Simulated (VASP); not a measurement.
# A VASP study of GeSb4Te7 (r2SCAN + rVV10): structure first, properties next

Aim: relax GeSb4Te7 with r2SCAN + rVV10, compute its properties on that cell and hold them against experiment. The steps: full relaxation (r2SCAN + rVV10), second relaxation, density, ELF and potential (r2SCAN + rVV10), band structure (r2SCAN + rVV10), total and projected DOS (r2SCAN + rVV10) and vibrations at Γ (r2SCAN + rVV10). The start is a computed cell from the Materials Project.

Calculated with VASP 6.6.1; r2SCAN with rVV10; plane waves and PAW (Ge_d, Sb, Te).

**Measured values to reproduce.**

For GeSb4Te7, trigonal layered 147 phase (pulverised flux-grown single crystals, 300 K), “Multiple superconducting phases driven by pressure in the topological insulator GeSb4Te7” (2023, arxiv:2311.14472) gives, by powder XRD: lattice constant a (a, hexagonal cell) 4.23 Å; lattice constant c (c, hexagonal cell) 23.82 Å.

This is a report of a sequence of runs, with most program output left out.

### 1. The structure

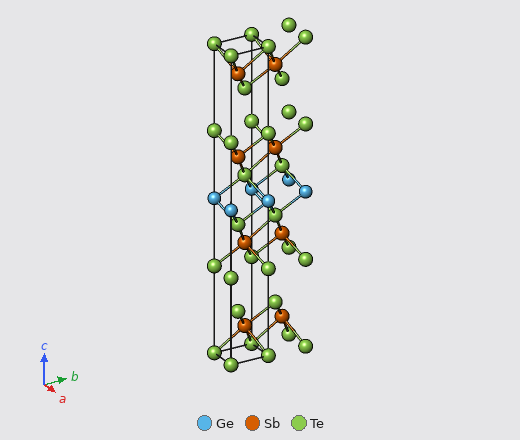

The starting structure, seen slightly off an axis (germanium blue, antimony orange, tellurium green). 1×2×1 cells are drawn. Bonds to atoms that aren't drawn are left out. Some periodic images of atoms are drawn too.

As a file:

```cif
data_structure
_symmetry_space_group_name_H-M 'P-3m1'
_symmetry_Int_Tables_number 164
_cell_length_a 4.2893
_cell_length_b 4.2893
_cell_length_c 24.6378
_cell_angle_alpha 90.000
_cell_angle_beta 90.000
_cell_angle_gamma 120.000
_cell_volume 392.56
loop_
_atom_site_label
_atom_site_type_symbol
_atom_site_symmetry_multiplicity
_atom_site_Wyckoff_symbol
_atom_site_fract_x
_atom_site_fract_y
_atom_site_fract_z
_atom_site_occupancy
Ge1 Ge 1 b 0.00000 0.00000 0.50000 1
Sb1 Sb 2 d 0.66667 0.33333 0.91890 1
Sb2 Sb 2 d 0.33333 0.66667 0.34975 1
Te1 Te 2 d 0.33333 0.66667 0.84973 1
Te2 Te 2 c 0.00000 0.00000 0.71898 1
Te3 Te 2 d 0.66667 0.33333 0.43139 1
Te4 Te 1 a 0.00000 0.00000 0.00000 1
```

### 2. Full relaxation (r2SCAN + rVV10)

Properties are meant for the cell that this level of theory prefers, so cell and atoms are relaxed first (ISIF = 3) until forces and stress are small; EDIFFG sets the threshold. r2SCAN adds the kinetic-energy density, costs more than a GGA and is run with LASPH. LUSE_VDW switches on a nonlocal correlation term for dispersion.

Contents of INCAR:

```
SYSTEM = GeSb4Te7
PREC = Accurate
ENCUT = 410
EDIFF = 1E-06
NELM = 100
ISMEAR = 0
SIGMA = 0.05
LREAL = .FALSE.
ALGO = Normal
METAGGA = R2SCAN
LUSE_VDW = .TRUE.
IVDW_NL = 2
BPARAM = 11.95
CPARAM = 0.0093
LASPH = .TRUE.
NBANDS = 50
LORBIT = 11
LWAVE = .FALSE.
LCHARG = .FALSE.
KPAR = 4
NCORE = 2
IBRION = 2
NSW = 60
ISIF = 3
EDIFFG = -0.01
```

Contents of POSCAR:

```
GeSb4Te7
1.0
    4.2893002584      0.0000000000      0.0000000000
   -2.1446501292      3.7146429882      0.0000000000
    0.0000000000      0.0000000000     24.6377784500
Ge Sb Te
1 4 7
Direct
    0.0000000000      0.0000000000      0.5000000000
    0.6666666700      0.3333333300      0.9188986200
    0.3333333300      0.6666666700      0.3497515000
    0.3333333300      0.6666666700      0.0811013800
    0.6666666700      0.3333333300      0.6502485000
    0.3333333300      0.6666666700      0.8497318700
    0.6666666700      0.3333333300      0.1502681300
    0.0000000000      0.0000000000      0.7189782900
    0.6666666700      0.3333333300      0.4313943000
    0.3333333300      0.6666666700      0.5686057000
    0.0000000000      0.0000000000      0.0000000000
    0.0000000000      0.0000000000      0.2810217100
```

Contents of KPOINTS:

```
Automatic mesh
0
Gamma
6 6 1
0 0 0
```

Potentials, in the order of the species: Ge_d, Sb and Te (PBE family, release 64).

Command:

```sh
mpirun -np 8 vasp_std
```

The job ended after 46 min (8 MPI ranks of AMD EPYC 7R43, shared host; peak memory 4.6 GiB).

The gap is read on the k-mesh alone, so it is an upper bound where the band edges lie off the mesh. The PAW data sets were made with PBE, which is usual practice but a small mismatch for other functionals. The run keeps the 12 symmetry operations of its start, so it cannot find a distortion of lower symmetry.

The steps of the relaxation (22 of 30):

```csv
step,energy less that of the first step (eV),largest force (eV/Å),pressure (GPa),volume (Å³)
1,0.0000,0.0608,-0.71,392.56
2,-0.0107,0.1736,0.36,384.40
4,-0.0132,0.1252,0.01,386.98
5,-0.0159,0.0848,0.00,386.47
7,-0.0183,0.0551,0.01,385.40
8,-0.0201,0.0549,0.09,384.08
9,-0.0211,0.0601,-0.01,384.58
11,-0.0220,0.0643,-0.14,385.04
12,-0.0234,0.0586,-0.13,384.59
13,-0.0250,0.0473,-0.13,383.69
15,-0.0252,0.0421,-0.12,383.28
16,-0.0260,0.0380,0.04,381.92
18,-0.0263,0.0150,0.01,381.93
19,-0.0263,0.0190,0.01,381.95
20,-0.0264,0.0171,0.00,382.01
22,-0.0266,0.0090,-0.07,382.58
23,-0.0266,0.0098,-0.06,382.47
24,-0.0267,0.0086,-0.05,382.42
26,-0.0267,0.0198,0.03,381.92
27,-0.0268,0.0151,0.00,382.11
29,-0.0268,0.0139,0.00,382.07
30,-0.0268,0.0079,0.01,382.02
```

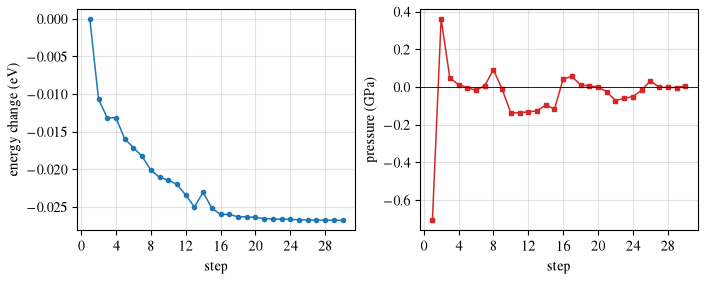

Energy and pressure along the relaxation.

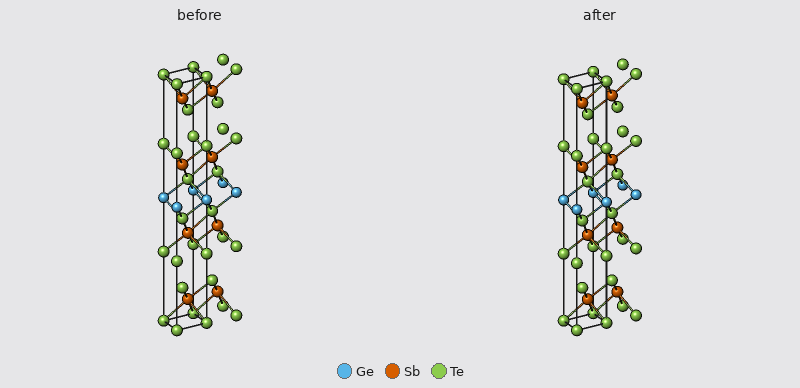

Before and after, at one scale. Bonds to atoms that aren't drawn are left out.

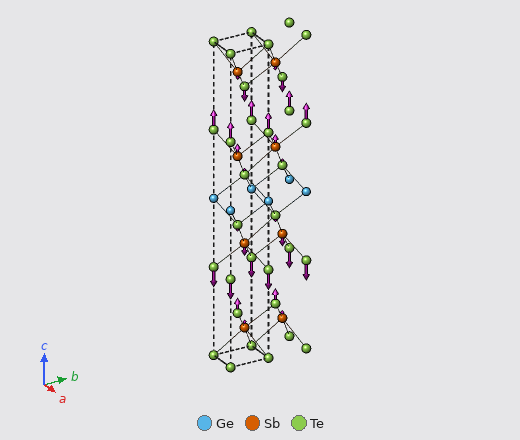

Displacements in the relaxation, exaggerated, measured against the changing cell; the longest in the cell stands for 0.08 Å. Bonds to atoms that aren't drawn are left out. 1×2×1 cells are drawn. Some periodic images of atoms are drawn too.

```csv
"conventional cell, symmetrised",before,after,change
a (Å),4.289,4.272,-0.4 %
b (Å),4.289,4.272,-0.4 %
c (Å),24.638,24.170,-1.9 %
volume (Å³/atom),32.71,31.83,-2.7 %
```

The atoms that moved most (Å, as changes of fractional coordinates times the final cell):

```csv
atom,dx,dy,dz,length
Te8,0.000,0.000,0.084,0.084
Te12,0.000,0.000,-0.084,0.084
Te7,0.000,0.000,0.059,0.059
Te6,0.000,0.000,-0.059,0.059
Sb5,0.000,0.000,0.045,0.045
Sb3,0.000,0.000,-0.045,0.045
Sb2,0.000,0.000,-0.020,0.020
Sb4,0.000,0.000,0.020,0.020
```

The relaxed structure:

```xyz
12
Lattice="4.2720 0.0000 0.0000 -2.1360 3.6997 0.0000 0.0000 0.0000 24.1702" Properties=species:S:1:pos:R:3 pbc="T T T"
Ge    0.0000    0.0000   12.0851
Sb    2.1360    1.2332   22.1896
Sb    0.0000    2.4665    8.4082
Sb    0.0000    2.4665    1.9807
Sb    2.1360    1.2332   15.7620
Te    0.0000    2.4665   20.4792
Te    2.1360    1.2332    3.6910
Te    0.0000    0.0000   17.4618
Te    2.1360    1.2332   10.4128
Te    0.0000    2.4665   13.7574
Te    0.0000    0.0000    0.0000
Te    0.0000    0.0000    6.7084
```

This step gave:

```
electrons                       : 76
bands                           : 50
irreducible k-points            : 7
symmetry operations             : 12
free energy (TOTEN)             : -293.8131 eV
Fermi energy                    : 6.359 eV
pressure                        : 0.006337 GPa
metallic                        : no
valence top at k                : 0, 0, 0
conduction bottom at k          : 0, 0, 0
least direct gap at k           : 0, 0, 0
SCF cycles over all ionic steps : 204
gap on the k-mesh               : 0.5458 eV
least direct gap on the k-mesh  : 0.5458 eV
```

It ends with a largest force of 0.008 eV/Å and a pressure of 0.01 GPa.

### 3. Second relaxation

The basis stayed that of the start cell while the cell moved. A rerun from the cell reached resets it; the error of the finite cutoff stays.

INCAR is that of step 2.

Contents of POSCAR:

```
GeSb4Te7
1.0
    4.2720382397      0.0000000000      0.0000000000
   -2.1360191199      3.6996936415      0.0000000000
    0.0000000000      0.0000000000     24.1702109378
Ge Sb Te
1 4 7
Direct
    0.0000000000      0.0000000000      0.5000000000
    0.6666666700      0.3333333300      0.9180540310
    0.3333333300      0.6666666700      0.3478748544
    0.3333333300      0.6666666700      0.0819459690
    0.6666666700      0.3333333300      0.6521251456
    0.3333333300      0.6666666700      0.8472917772
    0.6666666700      0.3333333300      0.1527082228
    0.0000000000      0.0000000000      0.7224502004
    0.6666666700      0.3333333300      0.4308108758
    0.3333333300      0.6666666700      0.5691891242
    0.0000000000      0.0000000000      0.0000000000
    0.0000000000      0.0000000000      0.2775497996
```

KPOINTS is that of step 2.

Command:

```sh
mpirun -np 8 vasp_std
```

Elapsed: 2.1 min, on 8 MPI ranks; peak memory 4.1 GiB; 17 min of CPU time.

Little changed from the start: no atom moved by 0.005 Å and no cell edge by 0.1 %.

Numbers from this step:

* free energy (TOTEN): -293.8103 eV
* pressure: -0.003620 GPa
* SCF cycles over all ionic steps: 18
* gap on the k-mesh: 0.5457 eV
* least direct gap on the k-mesh: 0.5457 eV

It ends with a largest force of 0.009 eV/Å and a pressure of 0.00 GPa. The volume moved by under 0.01 %: the run met its threshold at the first step.

### 4. Density, ELF and potential (r2SCAN + rVV10)

A single point on the relaxed cell gives a clean self-consistent state, with density, ELF and potential written out.

INCAR, as its differences from that of step 3:

```diff
@@ -18,8 +18,6 @@
 LWAVE = .FALSE.
-LCHARG = .FALSE.
-KPAR = 4
+LCHARG = .TRUE.
 NCORE = 2
-IBRION = 2
-NSW = 60
-ISIF = 3
-EDIFFG = -0.01
+ISIF = 2
+LELF = .TRUE.
+LVHAR = .TRUE.
```

POSCAR is that of step 3.

KPOINTS is that of step 3.

Command:

```sh
mpirun -np 8 vasp_std
```

Elapsed: 91 s, on 8 MPI ranks; peak memory 1.9 GiB.

This step gave:

```yaml
scf_cycles: 24
bands: 52
fermi_energy: 6.421 eV
pressure: 0.001160 GPa
gap_on_the_k_mesh: 0.5459 eV
least_direct_gap_on_the_k_mesh: 0.5459 eV
```

Valence electrons inside each PAW sphere by angular momentum. Sphere charges, by row:

```csv
atom,s (e),p (e),d (e),tot (e)
Ge1,1.31,0.776,10.01,12.1
Sb2,1.276,0.955,0.053,2.284
Sb3,1.275,0.957,0.053,2.284
Sb4,1.276,0.955,0.053,2.284
Sb5,1.275,0.957,0.053,2.284
Te6,1.407,1.931,0.027,3.365
Te7,1.407,1.931,0.027,3.365
Te8,1.407,1.929,0.028,3.364
Te9,1.388,1.974,0.035,3.398
Te10,1.388,1.974,0.035,3.398
Te11,1.392,1.979,0.033,3.404
Te12,1.407,1.929,0.028,3.364
```

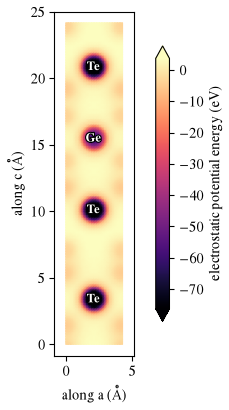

Electrostatic potential energy in the ac plane at fractional y = 0.000, with atoms of Ge and Te within 0.2 Å of it. With pseudopotentials it is smooth inside the atoms' cores, unlike the true potential. The map starts off the cell's origin, so that atoms lie inside it.

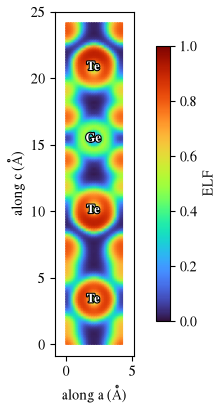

ELF in the ac plane at fractional y = 0.000, with atoms of Ge and Te within 0.2 Å of it. It is the smooth field of the valence electrons, not physical close to the nuclei. The map starts off the cell's origin, so that atoms lie inside it.

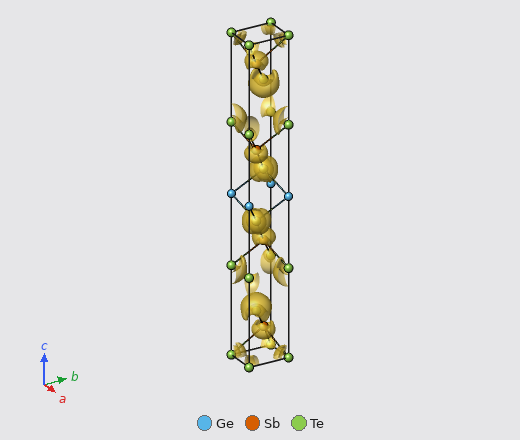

Surface of ELF = 0.83. Bonds to atoms that aren't drawn are left out.

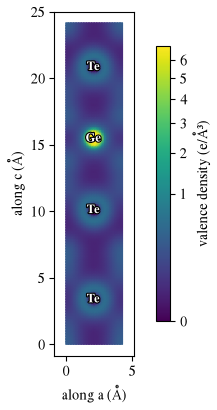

Valence density in the ac plane at fractional y = 0.000, with atoms of Ge and Te within 0.2 Å of it. It is the smooth field of the valence electrons, not physical close to the nuclei. The map starts off the cell's origin, so that atoms lie inside it. The colour scale is stretched toward low values.

In this run the pressure is 0.00 GPa, small enough to go on.

### 5. Band structure (r2SCAN + rVV10)

Levels along the symmetry lines show where the bands peak and cross; KPOINTS_OPT computes them in the converged potential.

INCAR, as its differences from that of step 4:

```diff
@@ -15,9 +15,7 @@
 LASPH = .TRUE.
-NBANDS = 50
+NBANDS = 66
 LORBIT = 11
 LWAVE = .FALSE.
-LCHARG = .TRUE.
+LCHARG = .FALSE.
+KPAR = 4
 NCORE = 2
-ISIF = 2
-LELF = .TRUE.
-LVHAR = .TRUE.
```

POSCAR is that of step 4.

KPOINTS is that of step 4.

Contents of KPOINTS_OPT:

```
Line mode
12
Line-mode
Reciprocal
  0.00000000   0.00000000   0.00000000 GAMMA
  0.50000000   0.00000000   0.00000000 M

  0.50000000   0.00000000   0.00000000 M
  0.33333333   0.33333333   0.00000000 K

  0.33333333   0.33333333   0.00000000 K
  0.00000000   0.00000000   0.00000000 GAMMA

  0.00000000   0.00000000   0.00000000 GAMMA
  0.00000000   0.00000000   0.50000000 A

  0.00000000   0.00000000   0.50000000 A
  0.50000000   0.00000000   0.50000000 L

  0.50000000   0.00000000   0.50000000 L
  0.33333333   0.33333333   0.50000000 H

  0.33333333   0.33333333   0.50000000 H
  0.00000000   0.00000000   0.50000000 A

  0.50000000   0.00000000   0.50000000 L
  0.50000000   0.00000000   0.00000000 M

  0.33333333   0.33333333   0.00000000 K
  0.33333333   0.33333333   0.50000000 H
```

Command:

```sh
mpirun -np 8 vasp_std
```

Wall time 9.7 min (8 MPI ranks); peak memory 4.2 GiB.

Spin-orbit coupling is off here; with elements this heavy it splits and shifts levels by tenths of an eV or more.

This step gave:

```yaml
scf_cycles: 30
bands: 66
fermi_energy: 6.390 eV
pressure: 4.97e-4 GPa
least_gap_on_mesh_and_path: 0.3696 eV
least_direct_gap_on_mesh_and_path: 0.3860 eV
valence_top_at_k: 0, 0, 0.5
conduction_bottom_at_k: 0.04545, 0, 0
least_direct_gap_at_k: 0, 0, 0.5
```

The electronic bands at the labelled points (eV, zero at the valence-band top; v1 is the highest filled band, c1 the lowest empty one):

```csv
point,v4,v3,v2,v1,c1,c2,c3,c4
Γ,-1.18,-1.16,-0.28,-0.10,0.45,0.45,0.55,0.55
M,-1.64,-1.60,-1.12,-0.97,0.83,0.84,1.03,1.22
K,-1.33,-1.21,-1.21,-1.04,1.28,1.43,1.51,1.51
Γ,-1.18,-1.16,-0.28,-0.10,0.45,0.45,0.55,0.55
A,-1.36,-0.92,-0.38,0.00,0.39,0.39,0.43,0.65
L,-1.77,-1.48,-1.17,-0.69,0.52,0.70,0.87,1.20
H,-1.64,-0.90,-0.90,-0.89,0.88,1.12,1.12,1.95
A,-1.36,-0.92,-0.38,0.00,0.39,0.39,0.43,0.65
jump to L,-1.77,-1.48,-1.17,-0.69,0.52,0.70,0.87,1.20
M,-1.64,-1.60,-1.12,-0.97,0.83,0.84,1.03,1.22
jump to K,-1.33,-1.21,-1.21,-1.04,1.28,1.43,1.51,1.51
H,-1.64,-0.90,-0.90,-0.89,0.88,1.12,1.12,1.95
```

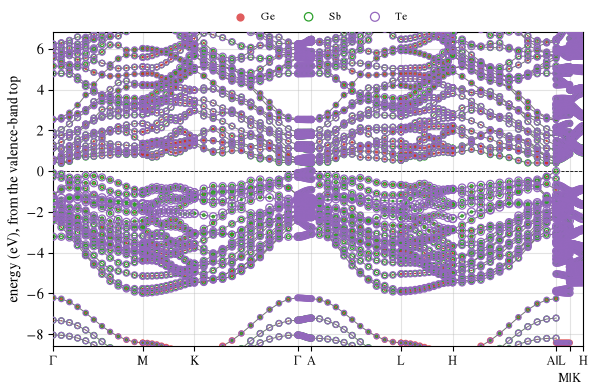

Electronic bands along the path; dots are coloured as in the legend, and their area grows with the weight.

The path lowers the gap by 0.18 eV against the mesh alone, so a band edge lies off the mesh.

### 6. Total and projected DOS (r2SCAN + rVV10)

A density of states needs more k-points than a total energy; ISMEAR = -5 takes tetrahedra, and LORBIT projects the states on the PAW spheres. The mesh is finer than in the run before.

INCAR, as its differences from that of step 5:

```diff
@@ -5,3 +5,3 @@
 NELM = 100
-ISMEAR = 0
+ISMEAR = -5
 SIGMA = 0.05
@@ -19,3 +19,3 @@
 LCHARG = .FALSE.
-KPAR = 4
-NCORE = 2
+KPAR = 8
+NEDOS = 2001
```

POSCAR is that of step 5.

Contents of KPOINTS:

```
Automatic mesh
0
Gamma
9 9 2
0 0 0
```

Command:

```sh
mpirun -np 8 vasp_std
```

Run time: 14 min. Hardware: 8 MPI ranks; peak memory 8.2 GiB.

This step gave:

| Quantity | Value |
| --- | --- |
| SCF cycles | 24 |
| irreducible k-points | 24 |
| free energy (TOTEN) | -293.7668 eV |
| Fermi energy | 6.220 eV |
| pressure | 0.04742 GPa |
| conduction bottom at k | 0, 0, 0.5 |
| gap on the k-mesh | 0.3878 eV |
| least direct gap on the k-mesh | 0.3878 eV |

The density of states has structure finer than the step of the table below, so its rows give means over 1 eV, whole bins alone (the curve runs from -12.0 to 1.01 eV). Peaks (eV: height): total -11.7: 13.0, -11.4: 15.1, -3.2: 12.2, -1.4: 10.4; Te p -3.2: 3.46, -1.4: 4.37, -1.1: 3.76, -0.9: 4.07; Sb p -5.6: 0.595, -5.0: 1.07, -3.6: 1.50, 0.7: 1.97; Ge p -3.2: 0.296, -2.7: 0.331, 0.7: 0.518, 0.9: 0.558; Sb s -10.0: 2.86, -9.2: 2.65, -0.9: 0.652.

States under -12.0 eV and over 1.0 eV are left out. The density of states by energy, zero at the valence-band top; means over each step; 7 of 8 lines; values in states/eV/cell:

```csv
energy (eV),total,Te p,Sb p,Ge p,Sb s,Te s,Te d
-11,1.54,0.00292,0.0139,0.00453,0.0159,1.00,2.4e-4
-10,3.23,0.129,0.0113,0.00199,1.41,0.380,0.00959
-9,4.33,0.177,0.0220,0.00348,1.43,0.820,0.0109
-8,1.88,0.0900,0.0104,0.00377,0.364,0.390,0.00430
-7,0.495,0.0266,0.00417,0.00127,0.0750,0.123,2.0e-4
-6,1.47,0.324,0.157,0.0335,0.0101,0.0319,0.00228
-5,5.26,1.25,0.636,0.0841,0.0203,0.0527,0.0169
-4,9.68,2.55,1.19,0.148,0.0558,0.134,0.0397
-3,9.15,2.66,1.02,0.228,0.0881,0.155,0.0503
-2,7.92,2.93,0.429,0.186,0.134,0.105,0.0375
-1,7.98,3.22,0.182,0.0499,0.470,0.0589,0.0343
0,0.702,0.254,0.0367,0.00937,0.0553,0.0136,0.00421
```

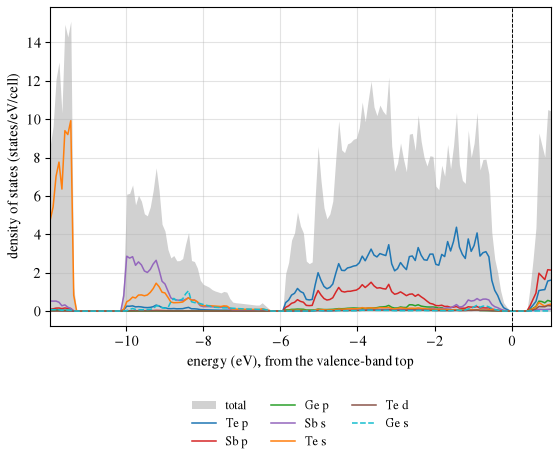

Density of states against energy.

The gap on this mesh is 0.39 eV. In the top eV of the valence band the largest shares in the PAW spheres are Te p 39 % and Sb s 8 %; in the lowest eV of the conduction band, Sb p 21 %, Te p 13 % and Ge p 5 %. The rest lies in smaller channels or between the spheres.

### 7. Vibrations at Γ (r2SCAN + rVV10)

Zone-centre modes test whether the atoms sit at a minimum within this cell. IBRION = 6 takes the force constants from differences of forces between displaced cells, so the forces must be tight.

Contents of INCAR:

```
SYSTEM = GeSb4Te7
PREC = Accurate
ENCUT = 410
EDIFF = 1E-08
NELM = 100
ISMEAR = 0
SIGMA = 0.05
LREAL = .FALSE.
ALGO = Normal
METAGGA = R2SCAN
LUSE_VDW = .TRUE.
IVDW_NL = 2
BPARAM = 11.95
CPARAM = 0.0093
LASPH = .TRUE.
NBANDS = 50
LORBIT = 11
LWAVE = .FALSE.
LCHARG = .FALSE.
KPAR = 4
IBRION = 6
NFREE = 2
POTIM = 0.015
ISIF = 2
NSW = 1
```

POSCAR is that of step 6.

Contents of KPOINTS:

```
Automatic mesh
0
Gamma
6 6 1
0 0 0
```

Command:

```sh
mpirun -np 8 vasp_std
```

Run time: 1.5 h. Hardware: 8 MPI ranks; peak memory 5.4 GiB.

The run was stopped at its time limit, by a STOPCAR file.

More ranks or a longer limit would be the way on.

### 8. What came out

```yaml
relaxed_volume: 31.83 Å³/atom
relaxed_conventional_cell_a_b_c: 4.272, 4.272, 24.170 Å; angles 90.0, 90.0, 120.0°
space_group_after_relaxing_within_0p02_a: P-3m1 (No. 164)
band_gap: 0.370 eV, indirect (least direct gap of that run 0.386 eV)
gap_among_the_points_of_the_dos_mesh_alone_an_upper_bound: 0.388 eV
```

**Reading.** With r2SCAN + rVV10, GeSb4Te7 relaxes to 31.83 Å³/atom in space group P-3m1 (held by the symmetry of the run) and has an indirect gap of 0.370 eV. Not obtained: vibrations at Γ (r2SCAN + rVV10), because the run hit its time limit. Band structure (r2SCAN + rVV10): The path shows an indirect gap of 0.37 eV (valence top at A, conduction bottom between Γ and M). The least direct gap is 0.39 eV. Spin-orbit coupling is left out, and with elements this heavy it would split and shift bands near the edges, and it can change the kind of a small gap. No search among competing phases was made, and a listed structure need not be the one stable at ambient conditions. All values are for a static lattice at zero temperature.

Calculation against experiment:

```
              quantity  measured  r2SCAN with rVV10
lattice constant a (Å)      4.23     4.272 (+1.0 %)
lattice constant c (Å)     23.82    24.170 (+1.5 %)
```

Measured values from arxiv:2311.14472 (2023).

**Verdict.** The lattice constant a is off by +1.0 %: fair agreement. The lattice constant c is off by +1.5 %: fair agreement. The grades are ours: good and fair within 0.7 and 1.5 % for the lattice constant a and 0.8 and 2 % for the lattice constant c. For lattice constants the calculation has a static lattice, without zero-point motion or thermal expansion (measured at up to 300 K). As a rule both would widen the computed cell, so the excess over experiment is if anything larger than shown.

[Lines on the potential files, build, host, timing and source positions are cut from VASP's logs without a mark.]

[Logs are printed without paths, hosts, clocks, repeated set-up lines and the standing remarks that a program may print on its own settings, such as how far it seeks lower states.]

[Hosts, paths, dates, database ids (printed as entryN), source tags and the programs' standing remarks are cut or masked in the printed files.]

[A measured line is paired with the nearest computed mode of its activity, which favours agreement.]
